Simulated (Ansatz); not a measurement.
# PBE0/def2-SVPD (core potential) run of SnH3OF (SMILES [OH][SnH2][F])

Aim: the vertical singlet–triplet gap of SnH3OF at PBE0/def2-SVPD (core potential), from 2 runs. 

Program for the calculation: Ansatz 0.2.0.

73 further runs of the same task are left out: 73 set aside as unsound or not needed.

### Step 1. The molecule

The species is SnH3OF (6 atoms), meant as a singlet with charge 0. SMILES: `[OH][SnH2][F]`. The coordinates come from a PBE0-D4/def2-TZVP relaxation. This is one conformer, not always the lowest.

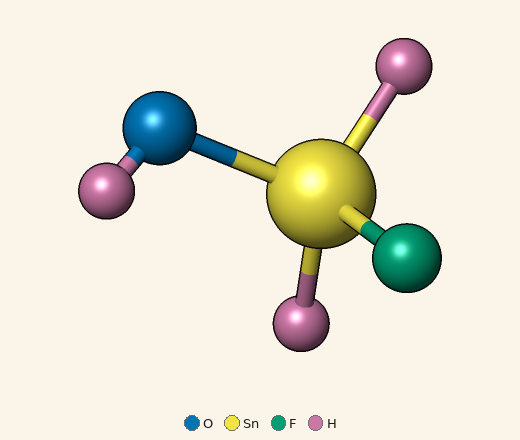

The structure, seen from a chosen angle (oxygen blue, tin yellow, fluorine teal, hydrogen pink).

### Step 2. The energy at PBE0/def2-SVPD (core potential)

Input file input.yaml:

```yaml
crystal:
  periodic: [false, false, false]
  atoms:
    - {symbol: O, position_ang: [-1.414400, -0.333000, -0.425000]}
    - {symbol: Sn, position_ang: [0.302300, 0.255900, 0.283700]}
    - {symbol: F, position_ang: [1.409100, -1.315100, 0.302100]}
    - {symbol: H, position_ang: [-1.368600, -0.685700, -1.316700]}
    - {symbol: H, position_ang: [1.096100, 1.317100, -0.782100]}
    - {symbol: H, position_ang: [0.017500, 0.696700, 1.891900]}
basis:
  gaussian:
    orbitals: def2-SVPD
hamiltonian:
  xc: pbe0
accuracy: high
output:
  orbitals: {seedname: orbitals}
```

Command:

```sh
$ ansatz run input.yaml --threads 1 --pin off --max-ram 3480MiB --events-out events.jsonl --progress --plain --runs-dir runs
```

The log of the run:

```text
Warning: RAYON_NUM_THREADS=1 ignored (pool sized by the plan → 1); use --threads N
Functional definition: PBE0
  name "PBE0"
  parameter a = 0.25
  parameter kappa = 0.804
  parameter beta = 0.06672455060314922
  exchange = (1 - a)*pbe_x(kappa = kappa, mu = beta*pi^2/3) + a*exact_x
  correlation = pbe_c(beta = beta)
2210 factors; integrals over basis functions are off by at most 2.9e-9 eV
mean field evaluation 1: about -10629.6428 eV, gradient 6.4e1 eV
mean field evaluation 2: about -10604.6801 eV, gradient 1.3e2 eV
mean field evaluation 4: about -10636.5609 eV, gradient 9.7e0 eV
mean field evaluation 8: about -10636.7846 eV, gradient 2.2e-1 eV
mean field evaluation 16: about -10636.7847 eV, gradient 7.5e-6 eV
mean field -10636.78467987 eV, -390.8946271136 hartree, gradient 3.8e-8 eV, S^2 0.000000; 0 other end points of the search recorded, 0 dependent functions left out
reference -10636.78468303 eV, -390.8946272299 hartree; 21, 21 occupied and 81, 81 virtual orbitals, 2210 factors
Total energy: -10636.78468303 eV, -390.8946272299 hartree
```

Wall time 9.3 s (1 thread of Arm Neoverse V1, shared host); peak memory 0.35 GiB.

### Step 3. The triplet

Input file job.yaml:

```yaml
crystal:
  periodic: [false, false, false]
  atoms:
    - symbol: O
      position_ang: [-1.414400, -0.333000, -0.425000]
    - symbol: Sn
      position_ang: [0.302300, 0.255900, 0.283700]
    - symbol: F
      position_ang: [1.409100, -1.315100, 0.302100]
    - symbol: H
      position_ang: [-1.368600, -0.685700, -1.316700]
    - symbol: H
      position_ang: [1.096100, 1.317100, -0.782100]
    - symbol: H
      position_ang: [0.017500, 0.696700, 1.891900]
basis:
  gaussian: {orbitals: def2-SVPD}
magnetization: {spin_polarized: true, initial_magnetization: 2}
hamiltonian: {xc: pbe0}
accuracy: high
output: {orbitals: {seedname: orbitals}}
```

Command:

```sh
$ ansatz run job.yaml --threads 1 --pin off --max-ram 3480MiB --events-out events.jsonl --progress --plain --runs-dir runs
```

The log of the run:

```text
Warning: RAYON_NUM_THREADS=1 ignored (pool sized by the plan → 1); use --threads N
Functional definition: PBE0
  name "PBE0"
  parameter a = 0.25
  parameter kappa = 0.804
  parameter beta = 0.06672455060314922
  exchange = (1 - a)*pbe_x(kappa = kappa, mu = beta*pi^2/3) + a*exact_x
  correlation = pbe_c(beta = beta)
2210 factors; integrals over basis functions are off by at most 2.9e-9 eV
mean field evaluation 1: about -10620.8990 eV, gradient 4.8e1 eV
mean field evaluation 2: about -10539.9957 eV, gradient 1.3e2 eV
mean field evaluation 4: about -10624.3763 eV, gradient 3.7e1 eV
mean field evaluation 8: about -10630.4201 eV, gradient 1.0e0 eV
mean field evaluation 16: about -10630.5410 eV, gradient 4.2e-1 eV
mean field evaluation 32: about -10630.5491 eV, gradient 9.3e-4 eV
mean field evaluation 64: about -10630.0999 eV, gradient 3.3e0 eV
mean field -10630.54910766 eV, -390.6654740616 hartree, gradient 8.1e-8 eV, S^2 2.011267; 6 other end points of the search recorded, 0 dependent functions left out
reference -10630.54911068 eV, -390.6654741725 hartree; 22, 20 occupied and 80, 82 virtual orbitals, 2210 factors
Total energy: -10630.54911068 eV, -390.6654741725 hartree
```

Run time: 37 s. Hardware: 1 thread of Arm Neoverse V1, shared host; peak memory 0.48 GiB.

### Step 4. Results

Level: PBE0/def2-SVPD (core potential).

```
                                        quantity          value
                           singlet: total energy  -390.89463 Eh
                            singlet: HOMO energy       -9.08 eV
                            singlet: LUMO energy       -0.71 eV
                          singlet: HOMO–LUMO gap        8.37 eV
                           triplet: total energy  -390.66547 Eh
     triplet: HOMO energy (highest over α and β)       -3.22 eV
                                   triplet: ⟨S²⟩          2.011
vertical energy of the triplet above the singlet       6.236 eV
```

What this shows: At this shape the triplet lies 6.24 eV (144 kcal/mol) above the singlet.
